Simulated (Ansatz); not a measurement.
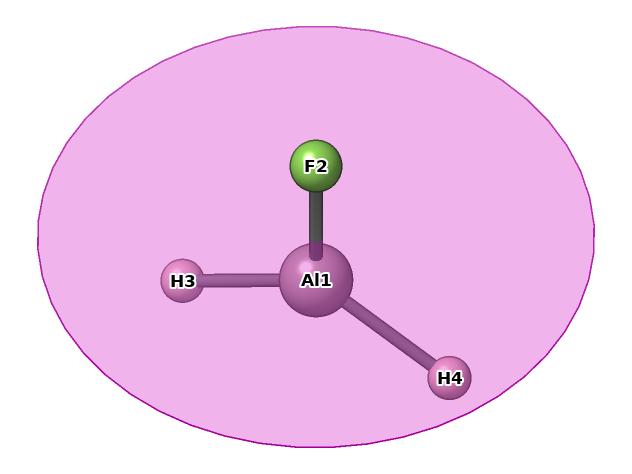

A disc through the centre of mass is drawn in. Atoms fade into the background with distance from the viewer. Computed geometry: PBE0-D4/def2-TZVP optimisation.

### Is the plane of the disc a mirror plane of the structure?

No. The point group is C2v, with 1 C2 axis and 2 mirror planes, and this plane isn't one of its mirror planes.
